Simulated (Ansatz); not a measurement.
# GeH2: one molecule under many settings

Aim: run GeH2 under a spread of inputs, and see what each costs and gives.

Program: Ansatz 0.2.0, Gaussian basis. Level of theory: the settings change from run to run. These are calculated values, not measurements.

### 1 The relaxed structure

An earlier r2SCAN-D4 in a triple-zeta def2 set relaxation fixed the geometry.

3 atoms, charge 0, spin multiplicity 1.

Atoms are counted from 1 here; the program's logs count them from 0.

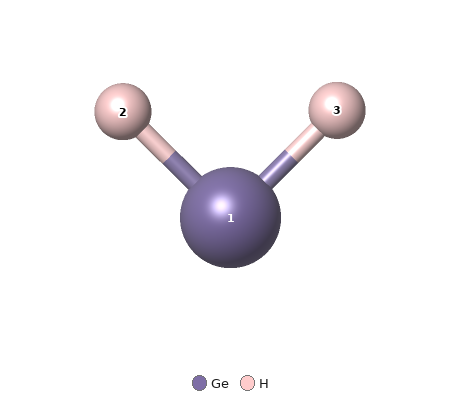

The structure; germanium purple, hydrogen pink; atoms are numbered from 1 in the order of the file.

### 2 r2SCAN50/def2-SVP

Set apart from the defaults: a grid of angular degree 47, D3(BJ) with three-body dispersion, the search for lower states set to off.

Contents of in.yaml:

```yaml
crystal:
  periodic: [false, false, false]
  atoms:
    - {symbol: Ge, position_ang: [0.004993, -0.008687, -0.748670]}
    - {symbol: H, position_ang: [1.124474, -0.018530, 0.382115]}
    - {symbol: H, position_ang: [-1.129467, 0.027217, 0.366555]}
basis:
  gaussian: {orbitals: def2-SVP, final_grid: {core_spheres: 20, valence_spheres: 16, degree: 47}}
hamiltonian: {xc: {name: r2SCAN50}, dispersion: d3bjatm}
scf: {lower_state_search: off}
output: {forces: true}
```

Started as:

```bash
$ ansatz run in.yaml --threads 4 --pin off --events-out ev --progress --plain --max-ram 3916MiB
```

Log, cut to the lines that bear on the results:

```text
Functional definition: r2SCAN50
  name "r2SCAN50"
  cite "Bursch, Neugebauer, Ehlert & Grimme, J. Chem. Phys. 156, 134105 (2022) doi:10.1063/5.0086040"
  cite "Furness, Kaplan, Ning, Perdew & Sun, J. Phys. Chem. Lett. 11, 8208 (2020) doi:10.1021/acs.jpclett.0c02405"
  cite "Furness, Kaplan, Ning, Perdew & Sun, J. Phys. Chem. Lett. 11, 9248 (2020) doi:10.1021/acs.jpclett.0c03077"
  parent r2scan
[...]
418 factors; integrals over basis functions are off by at most 1.3e-3 eV
[...]
mean field -56540.63919775 eV, -2077.8301658957 hartree, gradient 3.2e-6 eV, S^2 0.000000; 0 other end points of the search recorded, 0 dependent functions left out
[...]
reference -56540.63920193 eV, -2077.8301660491 hartree; 17, 17 occupied and 25, 25 virtual orbitals, 418 factors
Total energy: -56540.64708860 eV, -2077.8304558788 hartree
Atom 0 at     0.004993    -0.008687    -0.748670 Å, force    -0.002325     0.004046     0.348724 eV/Å
Atom 1 at     1.124474    -0.018530     0.382115 Å, force    -0.107277     0.000178    -0.175111 eV/Å
Atom 2 at    -1.129467     0.027217     0.366555 Å, force     0.109602    -0.004224    -0.173613 eV/Å
Dipole moment:    -0.000068     0.000119     0.010259 e Å
Checks for a lower state left out: stability, starts, cluster_reference, orbital_swaps, neighbouring_geometries, increment
```

Wall time 0.3 s (4 threads of Intel Xeon 6975P-C, shared host).

Largest force 0.349 eV/Å, dipole 0.05 D.

### 3 B3LYP/def2-SVPD

Options: atoms shaken by 0.15 Å, a point charge of 2.00 e beside it, D3(BJ) dispersion, the search for lower states set to full.

Contents of in.yaml:

```yaml
crystal:
  periodic: [false, false, false]
  atoms:
    - {symbol: Ge, position_ang: [-0.015073, 0.103631, -0.547485]}
    - {symbol: H, position_ang: [1.078149, 0.093096, 0.215592]}
    - {symbol: H, position_ang: [-0.889805, 0.153275, 0.277959]}
basis:
  gaussian: {orbitals: def2-SVPD, point_charges: [{charge: 2.00, position_ang: [5.399, -0.752, 0.380]}]}
hamiltonian: {xc: {name: B3LYP}, dispersion: d3bj}
scf: {lower_state_search: full}
output: {forces: true}
```

Launched as before.

Log, cut to the lines that bear on the results:

```text
Functional definition: B3LYP
  name "B3LYP"
  cite "Stephens, Devlin, Chabalowski & Frisch, J. Phys. Chem. 98, 11623 (1994) doi:10.1021/j100096a001"
  cite "Becke, Phys. Rev. A 38, 3098 (1988) doi:10.1103/PhysRevA.38.3098"
  cite "Lee, Yang & Parr, Phys. Rev. B 37, 785 (1988) doi:10.1103/PhysRevB.37.785"
  cite "Vosko, Wilk & Nusair, Can. J. Phys. 58, 1200 (1980) doi:10.1139/p80-159"
[...]
531 factors; integrals over basis functions are off by at most 8.6e-4 eV
[...]
mean field -56540.96114346 eV, -2077.8419971822 hartree, gradient 3.8e-5 eV, S^2 0.000000; 0 other end points of the search recorded, 0 dependent functions left out
[...]
reference -56540.96133336 eV, -2077.8420041610 hartree; 17, 17 occupied and 37, 37 virtual orbitals, 531 factors
Total energy: -56541.00700463 eV, -2077.8436825490 hartree
Atom 0 at    -0.015073     0.103631    -0.547485 Å, force     3.895341    -0.524330   -13.577180 eV/Å
Atom 1 at     1.078149     0.093096     0.215592 Å, force     5.468729    -0.087197     4.319046 eV/Å
Atom 2 at    -0.889805     0.153275     0.277959 Å, force    -9.209159     0.572091     9.289230 eV/Å
Dipole moment:    -0.360949     0.054621     0.156953 e Å
```

Run time: 0.25 s. Hardware: 4 threads of Intel Xeon 6975P-C, shared host.

Largest force 14.135 eV/Å, dipole 1.91 D.

### 4 LC-wPBE/6-31G

This run has multiplicity 3, restricted open-shell orbitals, atoms shaken by 0.08 Å, density fitting with cc-pVTZ-jkfit, the search for lower states set to full.

Contents of in.yaml:

```yaml
crystal:
  periodic: [false, false, false]
  atoms:
    - {symbol: Ge, position_ang: [0.048480, 0.104412, -0.633351]}
    - {symbol: H, position_ang: [1.052124, 0.040597, 0.402367]}
    - {symbol: H, position_ang: [-1.119845, 0.164791, 0.491246]}
basis:
  gaussian: {orbitals: 6-31G, fitting: {mean_field: cc-pVTZ-jkfit}}
magnetization: {spin_polarized: false, initial_magnetization: 2}
hamiltonian: {xc: {name: LC-wPBE}}
scf: {lower_state_search: full}
output: {forces: true}
```

Same command.

Log, cut to the lines that bear on the results:

```text
Functional definition: LC-wPBE
  name "LC-wPBE"
  cite "Vydrov & Scuseria, J. Chem. Phys. 125, 234109 (2006) doi:10.1063/1.2409292"
  cite "Heyd & Scuseria, J. Chem. Phys. 120, 7274 (2004) doi:10.1063/1.1668634"
  cite "Ernzerhof & Perdew, J. Chem. Phys. 109, 3313 (1998) doi:10.1063/1.476928"
  cite "Perdew, Burke & Ernzerhof, Phys. Rev. Lett. 77, 3865 (1996) doi:10.1103/PhysRevLett.77.3865"
  parent pbe
[...]
267 factors; integrals over basis functions are off by at most 2.7e-2 eV
267 factors; integrals over basis functions are off by at most 2.1e-5 eV
[...]
mean field -56530.15654534 eV, -2077.4449355248 hartree, gradient 9.3e-6 eV, S^2 2.000000; 4 other end points of the search recorded, 0 dependent functions left out
[...]
reference -56530.15654535 eV, -2077.4449355251 hartree; 18, 16 occupied and 15, 17 virtual orbitals, 267 factors
Total energy: -56530.15654535 eV, -2077.4449355251 hartree
Atom 0 at     0.048480     0.104412    -0.633351 Å, force    -2.217142     0.121755     0.932161 eV/Å
Atom 1 at     1.052124     0.040597     0.402367 Å, force     2.295787    -0.135133     0.552621 eV/Å
Atom 2 at    -1.119845     0.164791     0.491246 Å, force    -0.078645     0.013377    -1.484782 eV/Å
Dipole moment:     0.067616    -0.003215    -0.111981 e Å
```

It took 0.35 s on 4 threads of Intel Xeon 6975P-C, shared host.

Largest force 2.408 eV/Å, dipole 0.63 D.

### 5 HSE06/6-31G*

Set apart from the defaults: charge -1, multiplicity 2, D3(BJ) dispersion, the search for lower states set to off.

Contents of in.yaml:

```yaml
crystal:
  periodic: [false, false, false]
  atoms:
    - {symbol: Ge, position_ang: [0.004993, -0.008687, -0.748670]}
    - {symbol: H, position_ang: [1.124474, -0.018530, 0.382115]}
    - {symbol: H, position_ang: [-1.129467, 0.027217, 0.366555]}
basis:
  gaussian: {orbitals: "6-31G*"}
total_charge: -1
magnetization: {spin_polarized: true, initial_magnetization: 1}
hamiltonian: {xc: {name: HSE06}, dispersion: d3bj}
scf: {lower_state_search: off}
output: {forces: true}
```

The command is unchanged.

Log, cut to the lines that bear on the results:

```text
Functional definition: HSE06
  name "HSE06"
  cite "Heyd, Scuseria & Ernzerhof, J. Chem. Phys. 118, 8207 (2003) doi:10.1063/1.1564060"
  cite "Krukau, Vydrov, Izmaylov & Scuseria, J. Chem. Phys. 125, 224106 (2006) doi:10.1063/1.2404663"
  cite "Heyd & Scuseria, J. Chem. Phys. 120, 7274 (2004) doi:10.1063/1.1668634"
  cite "Ernzerhof & Perdew, J. Chem. Phys. 109, 3313 (1998) doi:10.1063/1.476928"
  cite "Perdew, Burke & Ernzerhof, Phys. Rev. Lett. 77, 3865 (1996) doi:10.1103/PhysRevLett.77.3865"
  parent pbe
[...]
  # The whole range is PBE's own exchange, as in plane waves. The composition of these papers is wPBEh.
[...]
374 factors; integrals over basis functions are off by at most 4.4e-4 eV
47 factors; integrals over basis functions are off by at most 8.1e-7 eV
[...]
mean field -56535.17703521 eV, -2077.6294351245 hartree, gradient 5.3e-6 eV, S^2 0.753737; 0 other end points of the search recorded, 0 dependent functions left out
[...]
reference -56535.17706846 eV, -2077.6294363464 hartree; 18, 17 occupied and 21, 22 virtual orbitals, 374 factors
Total energy: -56535.19271793 eV, -2077.6300114540 hartree
Atom 0 at     0.004993    -0.008687    -0.748670 Å, force     0.004082    -0.007102    -0.612088 eV/Å
Atom 1 at     1.124474    -0.018530     0.382115 Å, force     0.346472    -0.003522     0.308450 eV/Å
Atom 2 at    -1.129467     0.027217     0.366555 Å, force    -0.350554     0.010625     0.303638 eV/Å
Dipole moment:    -0.000407     0.000708     0.061010 e Å
Checks for a lower state left out: stability, starts, cluster_reference, orbital_swaps, neighbouring_geometries, increment
```

Wall time 0.3 s (4 threads of Intel Xeon 6975P-C, shared host).

Largest force 0.612 eV/Å, ⟨S²⟩ 0.754.

### 6 The runs in one table

```csv
level,charge,multiplicity,geometry,functions,energy (eV),time
r2SCAN50/def2-SVP,0,1,relaxed,42,-56540.647,0.3 s
B3LYP/def2-SVPD,0,1,"shaken, point charge",54,-56541.007,0.25 s
LC-wPBE/6-31G,0,3,shaken,33,-56530.157,0.35 s
HSE06/6-31G*,-1,2,relaxed,39,-56535.193,0.3 s
```

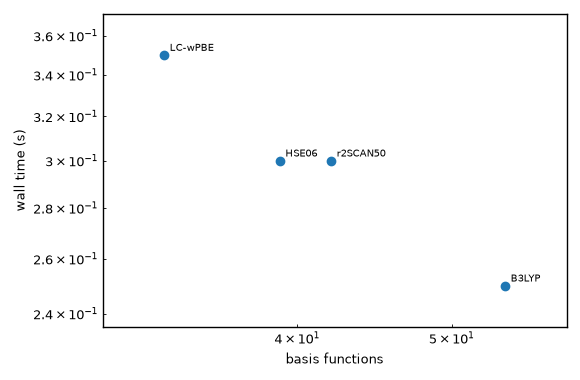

Wall time against the number of basis functions (shared host).

### 7 Results

| quantity | value |
| --- | --- |
| runs | 4 |
| quickest | B3LYP/def2-SVPD, 0.25 s |
| slowest | LC-wPBE/6-31G, 0.35 s |

What this shows: The runs differ in state or geometry as well as level, so their energies can't be set against each other. The times lie within a factor of two. At the r2SCAN-D4/def2-TZVP geometry and in the same state, the sound runs without point charges leave forces up to 0.35 eV/Å (r2SCAN50/def2-SVP).
